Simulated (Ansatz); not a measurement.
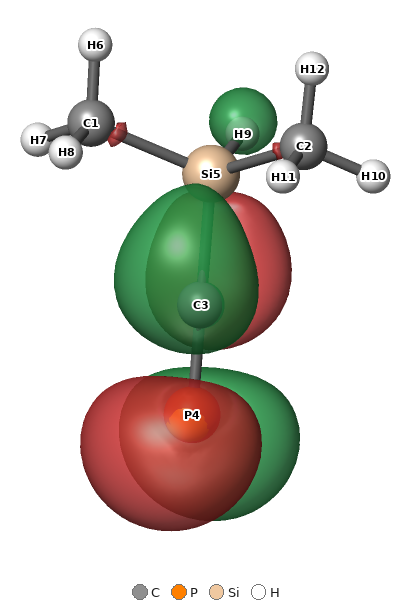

The picture shows: C$_{3}$H$_{7}$PSi. The LUMO at ±0.1 Å⁻³ᐟ² (green and red are the two phases), seen at a tilt.

Geometry: B3LYP/def2-SVP.

Computed with Ansatz 0.2.0, isolated molecule in a Gaussian basis; Kohn-Sham density functional theory, functional PBE0.

The calculation's input:

```
crystal:
  periodic: [false, false, false]
  atoms:
    - {symbol: C, position_ang: [0.043537, 2.124040, 1.042403]}
    - {symbol: C, position_ang: [0.234409, -0.112296, -1.126650]}
    - {symbol: C, position_ang: [-0.457044, -0.801756, 1.768438]}
    - {symbol: P, position_ang: [-0.281772, -1.870340, 2.883903]}
    - {symbol: Si, position_ang: [-0.646984, 0.477264, 0.433717]}
    - {symbol: H, position_ang: [-0.083777, 2.904107, 0.273557]}
    - {symbol: H, position_ang: [-0.475748, 2.455646, 1.955319]}
    - {symbol: H, position_ang: [1.117846, 2.039759, 1.272347]}
    - {symbol: H, position_ang: [-2.109072, 0.620797, 0.157294]}
    - {symbol: H, position_ang: [-0.175923, -1.074571, -1.471172]}
    - {symbol: H, position_ang: [1.312420, -0.247201, -0.942744]}
    - {symbol: H, position_ang: [0.113212, 0.622458, -1.939834]}
basis:
  gaussian:
    orbitals: def2-TZVPD
hamiltonian:
  xc: pbe0
output: {forces: true, orbitals: {seedname: orbitals}}
```

Run with:

```sh
ansatz run input.yaml --threads 2 --pin off --max-ram 4350MiB --events-out events.jsonl --progress --plain --runs-dir runs
```

> What is the character of this orbital?

It lies mainly on P4 (about 55 %), C3 (about 30 %) and Si5 (about 10 %); π-antibonding (π*) across P4–C3. Its energy is −1.62 eV.
